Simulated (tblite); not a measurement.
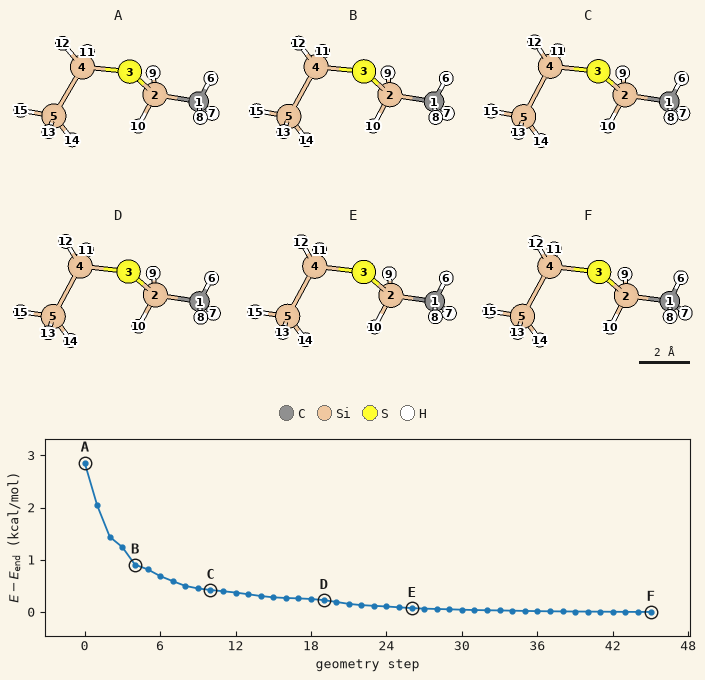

Frames of a relaxation of CH10SSi3, marked on the history of the run. A ball-and-stick model, seen face on.

Method: GFN2-xTB geometry optimisation, gas phase (tblite 0.8.0). 

> What happens along the run?

The largest move after the best rigid fit is that of H12, 0.19 Å. Largest moves by element: H 0.19 Å, S 0.19 Å, Si 0.13 Å, C 0.06 Å. Some distances before and after: Si4–H12 1.497 → 1.459 Å, Si5–H14 1.500 → 1.468 Å, C1–Si2 1.858 → 1.887 Å, Si5–H13 1.487 → 1.464 Å. Among the angles between lasting bonds that change: Si2–S3–Si4 96.2° → 104.5°, Si5–Si4–H12 108.7° → 116.1°, S3–Si4–H12 106.2° → 100.3°. Over 45 geometry steps the energy falls by 2.86 kcal/mol. The run took 0.58 s on 1 thread of Arm Neoverse N1, on a shared host. From step 0 to 4: Si4 moves most (0.05 Å), energy −1.95 kcal/mol. From step 4 to 10: H12 moves most (0.07 Å), energy −0.49 kcal/mol. From step 10 to 19: H11 moves most (0.07 Å), energy −0.19 kcal/mol. From step 19 to 26: H11 moves most (0.07 Å), energy −0.15 kcal/mol. From step 26 to 45: H9 moves most (0.06 Å), energy −0.07 kcal/mol.
